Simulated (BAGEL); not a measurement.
# GaSiH4F (SMILES [F][GaH][SiH3]): a chain of runs

We compute the energy (HF/def2-SVP), then a single-point energy (NEVPT2(2,2)/def2-SVP), then the energy (CASPT2(2,2)/def2-SVP) of GaSiH4F. 

The results are computed with BAGEL 1.2.2.

2 further runs of the same task are left out: 2 set aside as unsound or not needed.

### Step 1. The molecule

The species is GaSiH4F (7 atoms), meant as a singlet with charge 0. SMILES: `[F][GaH][SiH3]`. One bond was lengthened or shortened from a relaxed shape.

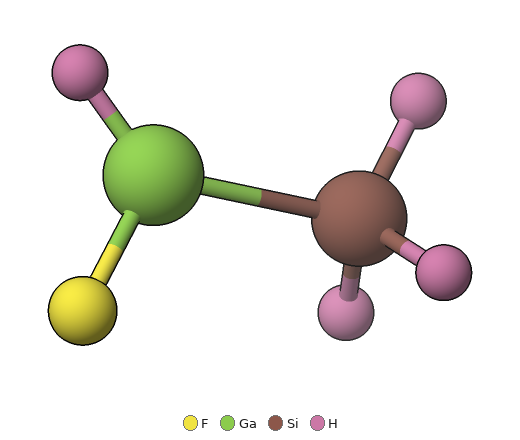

The structure, seen from a chosen angle (fluorine yellow, gallium green, silicon brown, hydrogen pink).

### Step 2. A single-point energy at HF/def2-SVP (density fitting with svp-jkfit) (run 1)

Contents of input.json:

```json
{ "bagel" : [

{
  "title" : "molecule",
  "basis" : "svp",
  "df_basis" : "svp-jkfit",
  "angstrom" : false,
  "geometry" : [
    { "atom" : "F", "xyz" : [  0.40478312, -3.88678869,  2.94039306 ] },
    { "atom" : "Ga", "xyz" : [  0.00321631, -0.57579955,  2.82152929 ] },
    { "atom" : "Si", "xyz" : [ -0.08900232,  1.03197944, -1.43054346 ] },
    { "atom" : "H", "xyz" : [ -0.18311446,  0.44484153,  5.11114225 ] },
    { "atom" : "H", "xyz" : [ -2.29317887, -0.05744767, -2.79265805 ] },
    { "atom" : "H", "xyz" : [ -0.30575391,  3.83368739, -1.45359812 ] },
    { "atom" : "H", "xyz" : [  2.26578540,  0.28988399, -2.77224901 ] }
  ]
},
{
  "title" : "hf"
},
{
  "title" : "print",
  "file" : "orbitals.molden",
  "orbitals" : true
}

]}
```

Run with:

```bash
$ BAGEL_NUM_THREADS=1 BAGEL input.json > input.out
```

Output:

```text
* using 1 threads per process

  ===============================================================
  ===============================================================

  *** Geometry ***

  { "atom" : "F", "xyz" : [      0.404783,     -3.886789,      2.940393 ] },
  { "atom" : "Ga", "xyz" : [      0.003216,     -0.575800,      2.821529 ] },
  { "atom" : "Si", "xyz" : [     -0.089002,      1.031979,     -1.430543 ] },
  { "atom" : "H", "xyz" : [     -0.183114,      0.444842,      5.111142 ] },
  { "atom" : "H", "xyz" : [     -2.293179,     -0.057448,     -2.792658 ] },
  { "atom" : "H", "xyz" : [     -0.305754,      3.833687,     -1.453598 ] },
  { "atom" : "H", "xyz" : [      2.265785,      0.289884,     -2.772249 ] },

  Number of auxiliary basis functions:      543

  Since a DF basis is specified, we compute 2- and 3-index integrals:
    o Being stored without compression. Storage requirement is 0.031 GB

  Number of basis functions:       84
  Number of electrons      :       58

    * METHOD: MOLECULE                             0.25

  *** RHF ***

  === Nuclear Repulsion ===
   249.1062717742

      * DIIS with orbital gradients will be used.

  === RHF iteration (svp) ===
      0      -2313.36263447          0.01642157           0.10
      1      -2313.46140372          0.01209120           0.09
      2      -2313.53557714          0.00126890           0.09
      3      -2313.53707782          0.00029090           0.09
      4      -2313.53712488          0.00010345           0.09
      5      -2313.53713233          0.00002043           0.09
      6      -2313.53713288          0.00000458           0.09
      7      -2313.53713292          0.00000125           0.08
      8      -2313.53713292          0.00000038           0.09
      9      -2313.53713292          0.00000016           0.09
     10      -2313.53713292          0.00000005           0.08
     11      -2313.53713292          0.00000002           0.08
     12      -2313.53713292          0.00000001           0.08
    * SCF iteration converged.

    * Permanent dipole moment:
           (    0.123942,    -1.016975,    -0.090271) a.u.

    * METHOD: HF                                   1.40

    * METHOD: PRINT                                0.01

  ===============================================================
```

It took 1.9 s on 1 thread of Arm Neoverse V2, shared host.

### Step 3. A single-point energy at NEVPT2(2,2)/def2-SVP (density fitting with svp-jkfit) (run 2)

Contents of calc.json:

```json
{ "bagel" : [

{
  "title" : "molecule",
  "basis" : "svp",
  "df_basis" : "svp-jkfit",
  "geometry" : [
    { "atom" : "F", "xyz" : [     0.40478312,    -3.88678869,     2.94039306 ] },
    { "atom" : "Ga", "xyz" : [     0.00321631,    -0.57579955,     2.82152929 ] },
    { "atom" : "Si", "xyz" : [    -0.08900232,     1.03197944,    -1.43054346 ] },
    { "atom" : "H", "xyz" : [    -0.18311446,     0.44484153,     5.11114225 ] },
    { "atom" : "H", "xyz" : [    -2.29317887,    -0.05744767,    -2.79265805 ] },
    { "atom" : "H", "xyz" : [    -0.30575391,     3.83368739,    -1.45359812 ] },
    { "atom" : "H", "xyz" : [     2.26578540,     0.28988399,    -2.77224901 ] }
  ]
},

{ "title" : "hf", "charge" : 0 },

{
  "title" : "nevpt2",
  "nstate" : 1,
  "nact" : 2,
  "nclosed" : 28,
  "charge" : 0,
  "active" : [26, 31],
  "maxiter" : 200,
  "natocc" : "true",
  "ncore" : 15
},

{ "title" : "print", "file" : "orbitals.molden", "orbitals" : "true" }

]}
```

Run with:

```bash
$ BAGEL_NUM_THREADS=1 BAGEL calc.json > calc.out
```

Output:

```text
* using 1 threads per process

  ===============================================================
  ===============================================================

  *** Geometry ***

  { "atom" : "F", "xyz" : [      0.404783,     -3.886789,      2.940393 ] },
  { "atom" : "Ga", "xyz" : [      0.003216,     -0.575800,      2.821529 ] },
  { "atom" : "Si", "xyz" : [     -0.089002,      1.031979,     -1.430543 ] },
  { "atom" : "H", "xyz" : [     -0.183114,      0.444842,      5.111142 ] },
  { "atom" : "H", "xyz" : [     -2.293179,     -0.057448,     -2.792658 ] },
  { "atom" : "H", "xyz" : [     -0.305754,      3.833687,     -1.453598 ] },
  { "atom" : "H", "xyz" : [      2.265785,      0.289884,     -2.772249 ] },

  Number of auxiliary basis functions:      543

[... 21 lines left out ...]
    * SCF iteration converged.
[... 1 line left out ...]
    * Permanent dipole moment:
[... 28 lines left out ...]
    * Second-order optimization converged. *

     guess   0:   closed 1.                   open ..

  === FCI iteration ===

      0  0     -2313.53701241     6.82e-02      0.00
      1  0     -2313.54879810     1.08e-03      0.00
      2  0 *   -2313.54880325     3.52e-16      0.00

     * ci vector, state   0, <S^2> = 0.0000
       2.     0.9962801723
       .2    -0.0861731882

  === DF-NEVPT2 calculation ===

    * 3-index integral transformation done
    * assembly done

      NEVPT2 correlation energy:   -0.4891275108      0.14

          (+0)     -0.4523469343
          (+0)'    -0.0026343708
          (+1)     -0.0105431704
          (+1)'    -0.0000000000
          (+2)     -0.0001707436
          (-1)     -0.0127219077
          (-1)'     0.0000000000
          (-2)     -0.0107103840

      NEVPT2 total energy:       -2314.0379307644

    * METHOD: NEVPT2                               7.49

    * METHOD: PRINT                                0.01

  ===============================================================
```

Run time: 9.6 s. Hardware: 1 thread of Arm Neoverse V2, shared host.

### Step 4. A single-point energy at CASPT2(2,2)/def2-SVP (density fitting with svp-jkfit) (run 3)

input.json: that of step 2 with these lines changed.

```diff
@@ -6,3 +6,3 @@
   "df_basis" : "svp-jkfit",
-  "angstrom" : false,
+  "angstrom" : "false",
   "geometry" : [
@@ -21,5 +21,24 @@
 {
+  "title" : "casscf",
+  "nstate" : 1,
+  "nact" : 2,
+  "nclosed" : 28,
+  "active" : [26, 31],
+  "maxiter" : 200,
+  "natocc" : "true"
+},
+{
   "title" : "print",
   "file" : "orbitals.molden",
-  "orbitals" : true
+  "orbitals" : "true"
+},
+{
+  "title" : "smith",
+  "method" : "caspt2",
+  "ms" : "true",
+  "xms" : "true",
+  "sssr" : "true",
+  "shift" : 0.2,
+  "shift_imag" : "true",
+  "ncore" : 15
 }
```

Run with:

```bash
$ BAGEL_NUM_THREADS=1 BAGEL input.json > input.out
```

Output:

```text
* using 1 threads per process

  ===============================================================
  ===============================================================

  *** Geometry ***

  { "atom" : "F", "xyz" : [      0.404783,     -3.886789,      2.940393 ] },
  { "atom" : "Ga", "xyz" : [      0.003216,     -0.575800,      2.821529 ] },
  { "atom" : "Si", "xyz" : [     -0.089002,      1.031979,     -1.430543 ] },
  { "atom" : "H", "xyz" : [     -0.183114,      0.444842,      5.111142 ] },
  { "atom" : "H", "xyz" : [     -2.293179,     -0.057448,     -2.792658 ] },
  { "atom" : "H", "xyz" : [     -0.305754,      3.833687,     -1.453598 ] },
  { "atom" : "H", "xyz" : [      2.265785,      0.289884,     -2.772249 ] },

  Number of auxiliary basis functions:      543

[... 21 lines left out ...]
    * SCF iteration converged.
[... 1 line left out ...]
    * Permanent dipole moment:
[... 27 lines left out ...]
    * Second-order optimization converged. *
[... 9 lines left out ...]
     * ci vector, state   0, <S^2> = 0.0000
[... 16 lines left out ...]
    * Zeroth order energy : state  0       -1.0518566773
[... 4 lines left out ...]
       #      aibj      arbs      arbi      airj      risj      airs      arst      rist         Etot      error   time
[... 10 lines left out ...]
      ------------------------------------------------------------------------------------------------------------------

    * CASPT2 energy : state  0    -2314.0443201097
        w/o shift correction      -2314.0423093318
        reference weight              0.8806250369

    * METHOD: SMITH                                0.74

  ===============================================================
```

Wall time 9.9 s (1 thread of Arm Neoverse V2, shared host); peak memory 0.2 GiB.

### Step 5. Summary of results

```
                                 quantity           value
         run 1, HF/def2-SVP: total energy  -2313.53713 Eh
        run 1, HF/def2-SVP: dipole moment          2.61 D
          run 1, HF/def2-SVP: HOMO energy       -10.73 eV
          run 1, HF/def2-SVP: LUMO energy         0.94 eV
        run 1, HF/def2-SVP: HOMO–LUMO gap        11.67 eV
run 2, NEVPT2(2,2)/def2-SVP: total energy  -2314.03793 Eh
run 3, CASPT2(2,2)/def2-SVP: total energy  -2314.04432 Eh
```
